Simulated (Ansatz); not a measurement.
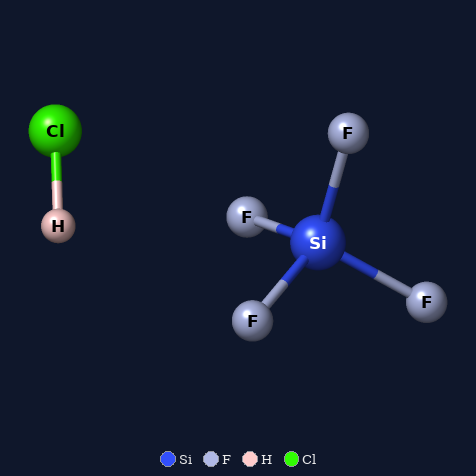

Harmonic vibrations computed with RKS PBE0-D4/def2-TZVP (Ansatz 0.2.0) at a stationary point of the same level.

**How many imaginary frequencies does it have?**

A minimum: no imaginary frequency, and the lowest mode lies at 39 cm⁻¹.

**List the wavenumbers.**

15 modes: 39, 40, 67, 86, 155, 259, 261, 377, 381, 382, 794, 1021, 1030, 1040, 2990 cm⁻¹.
